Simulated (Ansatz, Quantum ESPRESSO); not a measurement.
# 1T-PtS2, layer by layer, part 4 of 8

What does each added layer of 1T-PtS2 bring in screening, and what does it do to the gap?

Quantum ESPRESSO 7.5; plane-wave DFT, PBE, GBRV ultrasoft pseudopotentials; geometry by Ansatz 0.2.0 with PAW datasets.

So far. Step 6 (Potential by pp.x, 1 layer): The slope in the vacuum is 0.100 eV/Å for an applied 0.10 V/Å, as it should be. Step 7 (Band structure, 1 layer: no field): Along this path the valence top lies between K and Γ and the conduction bottom between Γ and M.

## Step 9: Relaxation with Ansatz, 2 layers

Level of this step: plane-wave DFT, PBE-D3(BJ), Ansatz PAW (Ansatz 0.2.0).

System of this step: 1T-PtS2, 2 layers, AA stacking. The cell holds 6 atoms: 4 S and 2 Pt. Cell: a = 3.570 Å, b = 3.570 Å, c = 24.328 Å, α = 90.0°, β = 90.0°, γ = 120.0°. It derives from PtS2. Vacuum lies along c.

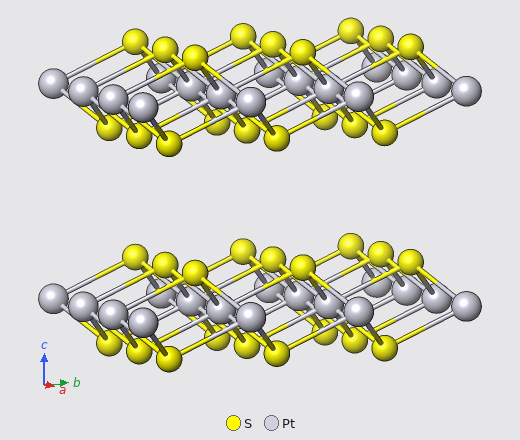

The cell of this step (sulfur yellow, platinum light grey). 3×3×1 cells are drawn. Some periodic images of atoms are drawn too.

input.yaml reads:

```yaml
crystal:
  lattice:
    - [3.57, 0.0, 0.0]
    - [-1.785, 3.0917106915, 0.0]
    - [0.0, 0.0, 24.3281727868]
  atoms:
    - { symbol: S, position: [0.6666666667, 0.3333333333, 0.349389166] }
    - { symbol: Pt, position: [0.0, 0.0, 0.3907832816] }
    - { symbol: S, position: [0.3333333333, 0.6666666667, 0.4321773972] }
    - { symbol: S, position: [0.6666666667, 0.3333333333, 0.5678226028] }
    - { symbol: Pt, position: [0.0, 0.0, 0.6092167184] }
    - { symbol: S, position: [0.3333333333, 0.6666666667, 0.650610834] }
kpoints:
  mp_grid: { grid: [12, 12, 1] }
hamiltonian:
  xc: pbe
  dispersion: d3bj
scf:
  occupations: { method: fermi_dirac, width: 0.05 }
  convergence: { dr2_threshold: 1.0e-08 }
efield:
  axis: 3
  dipole_correction: true
  ramp_position: 0.97
  ramp_width: 0.04
relax:
  f_tol: 0.01
  cell: { fix: [c, alpha, beta] }
output:
  write_potential: true
  write_density: true
  volumetric_format: npy
```

Launch:

```sh
ansatz run input.yaml --threads 4 --pin off --max-ram 8192MiB --backend cpu --events-out ev --progress --plain --runs-dir out
```

Numbers of over 12 decimals in the logs are rounded to 6 here.

Output:

```text
[...]
Crystal: 6 atoms, lattice volume = 268.520 Å³
Basis set: ecut = 420 eV, 5163 PW (Γ), exchange–correlation on 48×48×360 points (8 copies of the dense FFT grid, shifted against one another)
Bands: 36, of which v1, the nominal top of the filled ones, is band 30 counted from 1 (29 counted from 0)
Symmetry: 6 space group operations
k-points: 19 of 144 (time reversal used)
[...]
SCF iter   1: F=—  HF=-28657.149150 eV  |F-HF|=—  |Δ(HF+E_count)|=         —  Δρ=2.94e-3  dr2=4.76e-2  ethr=1.77e-3  p=-0.000 e·Å  D=-4.92e-5 V/Å  ΔV_dip=0.00 eV  dr2_dipole=3.24e-7  V_vac-E_F(+/−)=5.37/5.37 eV  ⟨swp⟩=10.4  Hψ=3750  notcnv=0
[...]
SCF iter  10: F=-28657.135996 eV  HF=-28657.135996 eV  |F-HF|=6.66e-10  |Δ(HF+E_count)|=   4.70e-9  Δρ=3.96e-7  dr2=5.50e-10  ethr=1.67e-11  p=0.000 e·Å  D=9.67e-7 V/Å  ΔV_dip=-0.00 eV  dr2_dipole=2.14e-12  V_vac-E_F(+/−)=5.13/5.13 eV  ⟨swp⟩=8.3  Hψ=5238  notcnv=0
SCF 1 converged in 10 iterations: F = -28657.135996 eV  dr2 = 5.50e-10
[...]
relax step   1: F+E_penalty+E_count = -28657.13599565 eV  Δ(F+E_penalty+E_count) = +0.000e0 eV  max|allowed force component| = 3.131e0 eV/Å  Δτ_max = 0.0000 Å  P = +7.594 GPa  Ω = 268.520 Å³  fix = [c, alpha, beta]  reactions: c +6.846 GPa  (10 SCF iters, accepted)
Crystal: 6 atoms, lattice volume = 270.785 Å³
Basis set: ecut = 420 eV, 5211 PW (Γ), exchange–correlation on 48×48×360 points (8 copies of the dense FFT grid, shifted against one another)
[...]
SCF iter   1: F=—  HF=-28658.453059 eV  |F-HF|=—  |Δ(HF+E_count)|=         —  Δρ=1.04e-2  dr2=1.59e-1  ethr=2.27e-4  p=0.000 e·Å  D=5.24e-7 V/Å  ΔV_dip=-0.00 eV  dr2_dipole=1.41e-11  V_vac-E_F(+/−)=5.28/5.28 eV  ⟨swp⟩=1.8  Hψ=4013  notcnv=0
[...]
eigensolver tolerance schedule calibrated: the retry pair's looser diagonalisation under-reported the residual by θ = 0.14 (0.13/decade); ethr = c·dr2/N_el runs at the constant in force after the calibration composes with the one it found (an armed cap, an earlier calibration), c = 6.4e-2
[...]
SCF iter   2: F=—  HF=-28658.426541 eV  |F-HF|=—  |Δ(HF+E_count)|=   2.65e-2  Δρ=5.68e-3  dr2=4.36e-2  ethr=1.68e-4  p=0.000 e·Å  D=2.53e-6 V/Å  ΔV_dip=-0.00 eV  dr2_dipole=6.42e-11  V_vac-E_F(+/−)=5.29/5.29 eV  ⟨swp⟩=2.0  Hψ=1170  notcnv=0
[...]
SCF iter  11: F=-28658.422034 eV  HF=-28658.422034 eV  |F-HF|=2.47e-9  |Δ(HF+E_count)|=  4.15e-10  Δρ=3.78e-7  dr2=2.03e-9  ethr=1.06e-11  p=0.000 e·Å  D=2.44e-6 V/Å  ΔV_dip=-0.00 eV  dr2_dipole=7.41e-10  V_vac-E_F(+/−)=5.28/5.28 eV  ⟨swp⟩=8.0  Hψ=4067  notcnv=0
SCF 2 converged in 11 iterations: F = -28658.422034 eV  dr2 = 2.03e-9
relax step   2: F+E_penalty+E_count = -28658.42203406 eV  Δ(F+E_penalty+E_count) = -1.286e0 eV  max|allowed force component| = 4.480e-1 eV/Å  Δτ_max = 0.1951 Å  P = +0.185 GPa  Ω = 270.785 Å³  energy of the carried Pulay correction = -2.091e-4 eV  fix = [c, alpha, beta]  reactions: c +0.728 GPa  (11 SCF iters, accepted)
Crystal: 6 atoms, lattice volume = 263.827 Å³
Basis set: ecut = 420 eV, 5091 PW (Γ), exchange–correlation on 48×48×360 points (8 copies of the dense FFT grid, shifted against one another)
[...]
SCF iter  11: F=-28658.497574 eV  HF=-28658.497574 eV  |F-HF|=1.47e-9  |Δ(HF+E_count)|=  7.39e-10  Δρ=3.78e-7  dr2=1.53e-9  ethr=1.67e-11  p=0.000 e·Å  D=1.04e-6 V/Å  ΔV_dip=-0.00 eV  dr2_dipole=4.78e-10  V_vac-E_F(+/−)=5.18/5.18 eV  ⟨swp⟩=9.1  Hψ=4608  notcnv=0
SCF 3 converged in 11 iterations: F = -28658.497574 eV  dr2 = 1.53e-9
[...]
relax step   3: F+E_penalty+E_count = -28658.49757385 eV  Δ(F+E_penalty+E_count) = -7.554e-2 eV  max|allowed force component| = 1.563e-1 eV/Å  Δτ_max = 0.1919 Å  P = +0.065 GPa  Ω = 263.827 Å³  energy of the carried Pulay correction = +4.390e-4 eV  fix = [c, alpha, beta]  reactions: c -0.331 GPa  (11 SCF iters, accepted)
[...]
relax step   4: F+E_penalty+E_count = -28658.51002828 eV  Δ(F+E_penalty+E_count) = -1.245e-2 eV  max|allowed force component| = 1.046e-1 eV/Å  Δτ_max = 0.1336 Å  P = +0.100 GPa  Ω = 265.781 Å³  energy of the carried Pulay correction = +2.552e-4 eV  fix = [c, alpha, beta]  reactions: c -0.059 GPa  (10 SCF iters, accepted)
[...]
relax step   5: F+E_penalty+E_count = -28658.51159017 eV  Δ(F+E_penalty+E_count) = -1.562e-3 eV  max|allowed force component| = 2.276e-2 eV/Å  Δτ_max = 0.0157 Å  P = -0.006 GPa  Ω = 267.302 Å³  energy of the carried Pulay correction = +1.132e-4 eV  fix = [c, alpha, beta]  reactions: c +0.025 GPa  (8 SCF iters, accepted)
[...]
relax step   6: F+E_penalty+E_count = -28658.51173726 eV  Δ(F+E_penalty+E_count) = -1.471e-4 eV  max|allowed force component| = 4.184e-3 eV/Å  Δτ_max = 0.0047 Å  P = -0.007 GPa  Ω = 267.065 Å³  energy of the carried Pulay correction = +1.353e-4 eV  fix = [c, alpha, beta]  reactions: c -0.006 GPa  (8 SCF iters, accepted)
[...]
SCF iter   3: F=-28658.511622 eV  HF=-28658.511622 eV  |F-HF|=3.26e-9  |Δ(HF+E_count)|=   2.04e-9  Δρ=1.35e-6  dr2=3.45e-9  ethr=1.20e-11  p=-0.000 e·Å  D=-1.38e-6 V/Å  ΔV_dip=0.00 eV  dr2_dipole=1.09e-9  V_vac-E_F(+/−)=5.14/5.14 eV  ⟨swp⟩=6.0  Hψ=4404  notcnv=0
SCF 7 converged in 3 iterations: F = -28658.511622 eV  dr2 = 3.45e-9
relax step   7: F+E_penalty+E_count = -28658.51162186 eV  Δ(F+E_penalty+E_count) = +1.154e-4 eV  max|allowed force component| = 4.174e-3 eV/Å  Δτ_max = 0.0000 Å  P = -0.009 GPa  Ω = 267.065 Å³  fix = [c, alpha, beta]  reactions: c -0.008 GPa  stress off target by 9.00e-3 GPa on what of the cell is left free  SCF on the basis re-selected at this cell (its energy is not comparable with the rows above)  (3 SCF iters)
basis re-selected at this cell: Δ(F+E_penalty+E_count) = +1.154e-4 eV, ΔP = -0.002 GPa vs the last step (what re-selecting the basis moved, of the pressure what is left beyond the Pulay correction that the steps carried, after the strain that the cell walked since its last selection, with what the two solves' SCF thresholds leave and, on support functions, any second-order correction that the steps lacked; it is no m [...]
SCF converged after 3 iterations
Free energy (F): -28658.511622 eV
[...]
Internal energy: -28658.511576 eV  (E = F + TS)
E sigma→0 (E₀):  -28658.511599 eV
Entropy (-TS):   -0.000046 eV (-0.008 meV/atom)
Fermi energy:    1.638037 eV
Dipole field:    D = 0.000037 V/Å  (p = 0.000055 e·Å, saw-weighted, corrected)
Work function:   Φ+ = 5.1351 eV   Φ− = 5.1360 eV
[...]
--- Forces (eV/Å), atoms counted from 1 ---
  atom   1  S      0.00000000    -0.00000000    -0.00151071
  atom   2  Pt    -0.00000000     0.00000000     0.00417478
  atom   3  S     -0.00000000     0.00000000    -0.00216648
  atom   4  S      0.00000000    -0.00000000     0.00216826
  atom   5  Pt     0.00000000    -0.00000000    -0.00416621
  atom   6  S     -0.00000000     0.00000000     0.00150560
  max |Σ_I F_I| component: 5.25e-6 eV/Å
--- Stress (GPa, compression-positive) ---
       -0.009000       0.000000      -0.000000
        0.000000      -0.009000       0.000000
       -0.000000       0.000000      -0.008363
  P = ⅓ Tr σ = -0.0088 GPa (-0.088 kbar)
--- Band table (eV; the first three rows and the last of 19) ---
  k-point 0: bands = [... 26 lower, -0.0878, 0.1499, 0.1499, 0.9962, 3.3177, 3.3177, 3.7973, 3.7973, ... 2 higher]
  k-point 1: bands = [... 26 lower, 0.0255, 0.1938, 0.2452, 1.2182, 2.9453, 3.1842, 3.3813, 3.7038, ... 2 higher]
  k-point 2: bands = [... 26 lower, 0.0941, 0.2284, 0.2937, 1.0797, 2.5523, 2.6867, 2.9454, 3.5159, ... 2 higher]
  k-point 18: bands = [... 26 lower, -0.5812, -0.5812, -0.2140, -0.2140, 2.2184, 2.2184, 3.1344, 3.1344, ... 2 higher]
--- Relaxed structure (6 steps of the walk, 6 accepted, 1 SCFs on fresh bases) ---
[...]
cell:  # Å, volume = 267.0648 Å³
    - [3.560313, 0.0, 0]
    - [-1.780157, 3.083322, 0]
    - [0, 0, 24.3281727868]
  atoms:
    - { symbol: S, position: [0.666667, 0.333333, 0.351450] }
    - { symbol: Pt, position: [0, 0, 0.402474] }
    - { symbol: S, position: [0.333333, 0.666667, 0.452209] }
    - { symbol: S, position: [0.666667, 0.333333, 0.547791] }
    - { symbol: Pt, position: [0, 0, 0.597526] }
    - { symbol: S, position: [0.333333, 0.666667, 0.648550] }
```

Run time: 15 s. Hardware: 4 threads of Intel Xeon 6975P-C (Granite Rapids), shared host; peak memory 0.76 GiB.

Step by step:

```csv
step,energy less that of the first step (eV),largest force component (eV/Å),pressure (GPa),volume (Å³)
1,0.0000,3.1313,7.59,268.52
2,-1.2860,0.4480,0.19,270.78
3,-1.3616,0.1563,0.06,263.83
4,-1.3740,0.1046,0.10,265.78
5,-1.3756,0.0228,-0.01,267.30
6,-1.3757,0.0042,-0.01,267.06
7*,-1.3756,0.0042,-0.01,267.06
```

Relaxation steps marked * repeat the geometry before them on a plane-wave basis chosen anew for their cell, so energy and pressure can jump there.

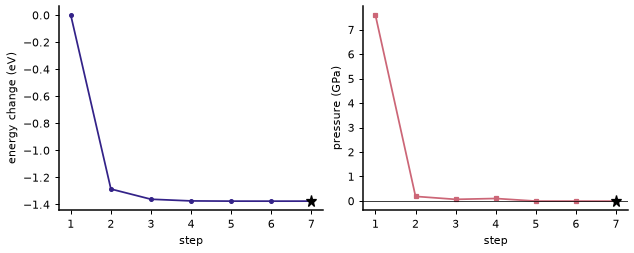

Energy and pressure along the relaxation. Stars mark steps on a basis chosen anew.

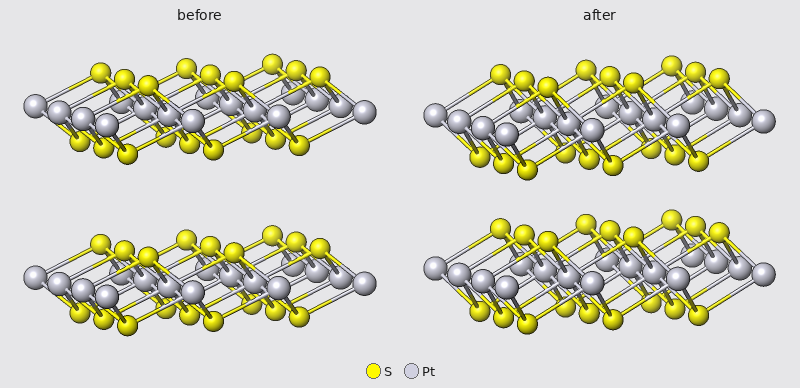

The structure before and after the relaxation, drawn at the same scale.

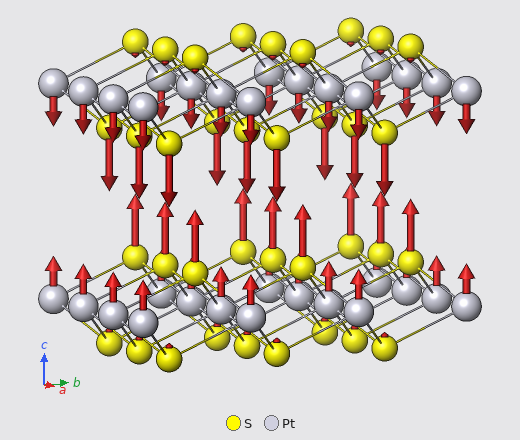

Displacements in the relaxation, exaggerated, measured against the changing cell; the longest in the cell stands for 0.49 Å. 3×3×1 cells are drawn. Some periodic images of atoms are drawn too.

| cell as run | before | after | change |
| --- | --- | --- | --- |
| a (Å) | 3.570 | 3.560 | -0.3 % |
| b (Å) | 3.570 | 3.560 | -0.3 % |

The atoms that moved most (Å, along periodic axes as changes of fractional coordinates times the final cell, across vacuum about the mean position):

| atom | dx | dy | dz | length |
| --- | --- | --- | --- | --- |
| S3 | 0.000 | 0.000 | 0.487 | 0.487 |
| S4 | 0.000 | 0.000 | -0.487 | 0.487 |
| Pt2 | 0.000 | 0.000 | 0.284 | 0.284 |
| Pt5 | 0.000 | 0.000 | -0.284 | 0.284 |
| S6 | 0.000 | 0.000 | -0.050 | 0.050 |
| S1 | 0.000 | 0.000 | 0.050 | 0.050 |

The relaxed structure:

```xyz
6
Lattice="3.5603 0.0000 0.0000 -1.7802 3.0833 0.0000 0.0000 0.0000 24.3282" Properties=species:S:1:pos:R:3
S     1.7802    1.0278    8.5501
Pt    0.0000    0.0000    9.7914
S     0.0000    2.0555   11.0014
S     1.7802    1.0278   13.3268
Pt    0.0000    0.0000   14.5367
S     0.0000    2.0555   15.7780
```

This step gave:

* free energy: -28658.5116 eV
* Fermi energy: 1.638 eV
* gap by band count: 0.8019 eV
* dipole along the normal: 5.46e-5 e·Å
* vacuum level at the upper face over a Fermi level inside the gap: 5.135 eV
* vacuum level at the lower face over a Fermi level inside the gap: 5.136 eV

## Step 10: Self-consistent run, 2 layers: no field

Level of this step: plane-wave DFT, PBE, GBRV ultrasoft pseudopotentials (Quantum ESPRESSO 7.5).

n2.f0.in reads:

```
&control
  prefix = 'n2.f0'
  outdir = './out'
  pseudo_dir = './pseudo'
  calculation = 'scf'
  tprnfor = .true.
  tefield = .true.
  dipfield = .true.
/
&system
  ibrav = 0
  nat = 6
  ntyp = 2
  ecutwfc = 40
  ecutrho = 200
  occupations = 'smearing'
  smearing = 'fd'
  degauss = 0.004
  edir = 3
  emaxpos = 0.97
  eopreg = 0.04
  eamp = 0.0
  nbnd = 32
/
&electrons
  conv_thr = 1e-09
  mixing_beta = 0.4
  electron_maxstep = 120
  mixing_mode = 'plain'
/
ATOMIC_SPECIES
  S   32.0600  s_pbe_v1.4.uspp.F.UPF
  Pt  195.0840  pt_pbe_v1.4.uspp.F.UPF
CELL_PARAMETERS angstrom
  3.56031340393036 0.00000000000000 -0.00000000000000
  -1.78015670196518 3.08332185323794 0.00000000000000
  -0.00000000000000 0.00000000000000 24.32817278680000
ATOMIC_POSITIONS crystal
  S   0.666666666667 0.333333333333 0.351450382117
  Pt  -0.000000000000 -0.000000000000 0.402473601257
  S   0.333333333333 0.666666666667 0.452209079261
  S   0.666666666667 0.333333333333 0.547790932196
  Pt  0.000000000000 0.000000000000 0.597526400985
  S   0.333333333333 0.666666666667 0.648549604185
K_POINTS automatic
  12 12 1 0 0 0
```

Launch:

```sh
OMP_NUM_THREADS=1 mpirun -n 4 pw.x -nk 4 -in n2.f0.in > n2.f0.out
```

Output:

```text
[banner, memory and clock lines left out]
Program PWSCF v.7.5 starts
[...]
number of electrons       =        56.00
     number of Kohn-Sham states=           32
     kinetic-energy cutoff     =      40.0000  Ry
     charge density cutoff     =     200.0000  Ry
[...]
number of k points=    74  Fermi-Dirac smearing, width (Ry)=  0.0040
[...]
Dense  grid:    85947 G-vectors     FFT dimensions: (  32,  32, 216)
[...]
negative rho (up, down):  3.615E-01 0.000E+00
[...]
Starting wfcs are   40 randomized atomic wfcs
[...]
negative rho (up, down):  3.395E-01 0.000E+00
[...]
estimated scf accuracy    <       4.23215159 Ry
[...]
negative rho (up, down):  3.433E-01 0.000E+00
[...]
estimated scf accuracy    <       2.27242592 Ry
[...]
negative rho (up, down):  3.426E-01 0.000E+00
[...]
estimated scf accuracy    <       0.16200146 Ry
[...]
negative rho (up, down):  3.395E-01 0.000E+00
[...]
estimated scf accuracy    <       0.07809927 Ry
[...]
negative rho (up, down):  3.390E-01 0.000E+00
[...]
estimated scf accuracy    <       0.01581704 Ry
[...]
negative rho (up, down):  3.390E-01 0.000E+00
[...]
estimated scf accuracy    <       0.01798434 Ry
[...]
negative rho (up, down):  3.388E-01 0.000E+00
[...]
estimated scf accuracy    <       0.00487943 Ry
[...]
negative rho (up, down):  3.388E-01 0.000E+00
[...]
estimated scf accuracy    <       0.00035270 Ry
[...]
negative rho (up, down):  3.388E-01 0.000E+00
[...]
estimated scf accuracy    <       0.00014619 Ry
[...]
negative rho (up, down):  3.389E-01 0.000E+00
[...]
estimated scf accuracy    <       0.00003230 Ry
[...]
negative rho (up, down):  3.389E-01 0.000E+00
[...]
estimated scf accuracy    <       0.00000102 Ry
[...]
negative rho (up, down):  3.389E-01 0.000E+00
[...]
estimated scf accuracy    <       0.00000044 Ry
[...]
negative rho (up, down):  3.389E-01 0.000E+00
[...]
estimated scf accuracy    <       0.00000002 Ry
[...]
negative rho (up, down):  3.389E-01 0.000E+00
[...]
estimated scf accuracy    <       0.00000001 Ry
[...]
negative rho (up, down):  3.389E-01 0.000E+00
[...]
Total length         44.1346 bohr
[...]
estimated scf accuracy    <          3.1E-09 Ry
[...]
negative rho (up, down):  3.389E-01 0.000E+00
[...]
Computed dipole along edir(3) :
        Dipole               -0.0000 Ry au,         -0.0001 Debye
        Dipole field         -0.0000 Ry au,
        Potential amp.        0.0000 Ry
        Total length         44.1346 bohr
[...]
the Fermi energy is     1.5441 ev
!    total energy              =    -517.93454552 Ry
     estimated scf accuracy    <          4.1E-10 Ry
     smearing contrib. (-TS)   =      -0.00000698 Ry
     internal energy E=F+TS    =    -517.93453854 Ry
[...]
one-electron contribution =   -3273.06799457 Ry
     hartree contribution      =    1646.94301581 Ry
     xc contribution           =    -147.50616387 Ry
     ewald contribution        =    1255.69660409 Ry
     electric field correction =       0.00000000 Ry
     convergence has been achieved in  16 iterations
     negative rho (up, down):  3.389E-01 0.000E+00
[...]
Total force =     0.009041     Total SCF correction =     0.000115
[...]
```

It took 86 s on 4 MPI ranks; peak memory 0.91 GiB.

Read from the output:

| Quantity | Value |
| --- | --- |
| free energy | -7046.8585 eV |
| Fermi energy | 1.544 eV |
| dipole along the normal | -2.08e-5 e·Å |
| valence top, on the run's zero | 1.145 eV |
| conduction bottom, on the run's zero | 1.946 eV |
| gap by band count | 0.8011 eV |

## Step 11: Potential by pp.x, 2 layers

n2.f0.pot.in reads:

```
&inputpp
  prefix = 'n2.f0'
  outdir = './out'
  filplot = 'n2.f0.pot.dat'
  plot_num = 11
/
```

Launch:

```sh
OMP_NUM_THREADS=1 mpirun -n 4 pp.x -in n2.f0.pot.in > n2.f0.pot.out
```

Elapsed: 1.3 s, on 4 MPI ranks; peak memory 0.11 GiB; 4.5 s of CPU time.

This step gave:

| Quantity | Value |
| --- | --- |
| slope of the potential above | 3.04e-5 eV/Å |
| upper vacuum line continued to the top atoms, over the valence top | 5.538 eV |
| slope of the potential below | -2.55e-5 eV/Å |
| lower vacuum line continued to the bottom atoms, over the valence top | 5.538 eV |
| vacuum level at the upper face over the valence top of the mesh | 5.539 eV |
| vacuum level at the lower face over the valence top of the mesh | 5.538 eV |

## Step 12: Self-consistent run, 2 layers: field 0.1 V/Å

n2.f1.in is the input of step 10 with these lines changed:

```diff
@@ -1,3 +1,3 @@
 &control
-  prefix = 'n2.f0'
+  prefix = 'n2.f1'
   outdir = './out'
@@ -21,3 +21,3 @@
   eopreg = 0.04
-  eamp = 0.0
+  eamp = 0.00194469
   nbnd = 32
@@ -29,2 +29,3 @@
   mixing_mode = 'plain'
+  startingpot = 'file'
 /
```

Launch:

```sh
cp -r out/n2.f0.save out/n2.f1.save
OMP_NUM_THREADS=1 mpirun -n 4 pw.x -nk 4 -in n2.f1.in > n2.f1.out
```

Output:

```text
[banner, memory and clock lines left out]
Program PWSCF v.7.5 starts
[...]
number of electrons       =        56.00
     number of Kohn-Sham states=           32
     kinetic-energy cutoff     =      40.0000  Ry
     charge density cutoff     =     200.0000  Ry
[...]
number of k points=    74  Fermi-Dirac smearing, width (Ry)=  0.0040
[...]
Dense  grid:    85947 G-vectors     FFT dimensions: (  32,  32, 216)
[...]
The initial density is read from file :
[...]
negative rho (up, down):  3.389E-01 0.000E+00
[...]
Starting wfcs are   40 randomized atomic wfcs
[...]
negative rho (up, down):  3.390E-01 0.000E+00
[...]
estimated scf accuracy    <       0.04011271 Ry
[...]
negative rho (up, down):  3.391E-01 0.000E+00
[...]
estimated scf accuracy    <       4.12824161 Ry
[...]
negative rho (up, down):  3.390E-01 0.000E+00
[...]
estimated scf accuracy    <       0.00750832 Ry
[...]
negative rho (up, down):  3.390E-01 0.000E+00
[...]
estimated scf accuracy    <       0.00377582 Ry
[...]
negative rho (up, down):  3.390E-01 0.000E+00
[...]
estimated scf accuracy    <       0.00287906 Ry
[...]
negative rho (up, down):  3.390E-01 0.000E+00
[...]
estimated scf accuracy    <       0.00211116 Ry
[...]
negative rho (up, down):  3.390E-01 0.000E+00
[...]
estimated scf accuracy    <       0.00073962 Ry
[...]
negative rho (up, down):  3.390E-01 0.000E+00
[...]
estimated scf accuracy    <       0.00035673 Ry
[...]
negative rho (up, down):  3.389E-01 0.000E+00
[...]
estimated scf accuracy    <       0.00010271 Ry
[...]
negative rho (up, down):  3.389E-01 0.000E+00
[...]
estimated scf accuracy    <       0.00002733 Ry
[...]
negative rho (up, down):  3.389E-01 0.000E+00
[...]
estimated scf accuracy    <       0.00000114 Ry
[...]
negative rho (up, down):  3.389E-01 0.000E+00
[...]
estimated scf accuracy    <       0.00000010 Ry
[...]
negative rho (up, down):  3.389E-01 0.000E+00
[...]
estimated scf accuracy    <       0.00000001 Ry
[...]
negative rho (up, down):  3.389E-01 0.000E+00
[...]
estimated scf accuracy    <       0.00000002 Ry
[...]
negative rho (up, down):  3.389E-01 0.000E+00
[...]
Computed dipole along edir(3) :
        Dipole                0.1021 Ry au,          0.2595 Debye
        Dipole field          0.0007 Ry au,
        E field amplitude [Ha a.u.]:  1.9447E-03
        Potential amp.        0.1088 Ry
        Total length         44.1346 bohr
[...]
the Fermi energy is     1.5590 ev
!    total energy              =    -517.93474404 Ry
     estimated scf accuracy    <          6.1E-10 Ry
     smearing contrib. (-TS)   =      -0.00000701 Ry
     internal energy E=F+TS    =    -517.93473703 Ry
[...]
one-electron contribution =   -3273.06596862 Ry
     hartree contribution      =    1646.94110035 Ry
     xc contribution           =    -147.50614842 Ry
     ewald contribution        =    1255.69660409 Ry
     electric field correction =      -0.00032443 Ry
     convergence has been achieved in  15 iterations
     negative rho (up, down):  3.389E-01 0.000E+00
[...]
Total force =     0.009041     Total SCF correction =     0.000078
[...]
```

Wall time 85 s (4 MPI ranks); peak memory 0.9 GiB.

This step gave:

```
free energy                          : -7046.8612 eV
Fermi energy                         : 1.559 eV
dipole along the normal              : 0.05403 e·Å
valence top, on the run's zero       : 1.160 eV
conduction bottom, on the run's zero : 1.961 eV
gap by band count                    : 0.8007 eV
```

[end of part 4 of 8]

[Logs are printed without paths, hosts, clocks, repeated set-up lines and the standing remarks that a program may print on its own settings, such as how far it seeks lower states.]

[Hosts, paths, dates, database ids (printed as entryN), source tags and the programs' standing remarks are cut or masked in the printed files.]

[Maps of the electrostatic potential energy from Ansatz leave out the sawtooth potential of an applied field or a dipole correction, so their vacuum need not be flat; planar profiles and work functions include it.]
